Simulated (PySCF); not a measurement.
C6H8Cl2

Input file:

```
{"job": {"kind": "uv", "xc": "PBE0", "basis": "def2-SVPD", "nstates": 6, "ntriplets": 2}, "charge": 0, "multiplicity": 1}
Cl    -2.521238     1.796837    -0.001817
C     -1.165151     0.766915    -0.502978
C     -1.323990    -0.713724    -0.122275
C     -0.039461    -0.623600     0.710466
Cl    -0.138314    -1.257816     2.352474
C      1.271498    -0.892637    -0.039879
C      1.397625     0.611886    -0.346790
C      0.077922     0.881460     0.391806
H     -0.991600     0.968536    -1.559789
H     -2.205754    -0.899390     0.486545
H     -1.302207    -1.420229    -0.949804
H      1.167660    -1.545344    -0.904237
H      2.060076    -1.275971     0.602460
H      2.255875     1.081274     0.126578
H      1.386745     0.872660    -1.402800
H      0.062717     1.658088     1.148631
```

Launched as:

```sh
OMP_NUM_THREADS=1 python probes_run.py task.json out
```

Geometry: GFN2-xTB.

These are results of PySCF 2.14.0, PBE0/def2-SVPD, SCF density, gas phase, not measurements.

Q: What will maps of the electron density and electron localisation function show?

A: C–Cl (1.76 Å): ρ is about 1.4 e/Å³ halfway; the ELF peaks at about 0.90 between the atoms: a shared electron pair.
C–H (1.09 Å): ρ at the midpoint is about 2 e/Å³; the ELF climbs to about 1 towards the hydrogen, as it does in any bond to H (an ordinary covalent bond to hydrogen).

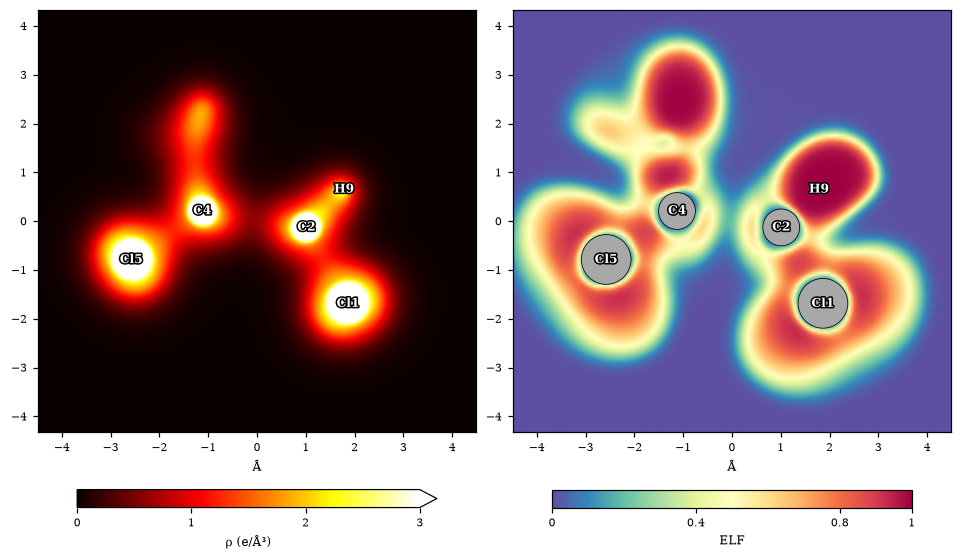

Computed electron density and electron localisation function on the plane of atoms Cl1, C2 and H9, in this order. Grey discs cover the atomic cores in the ELF map. 
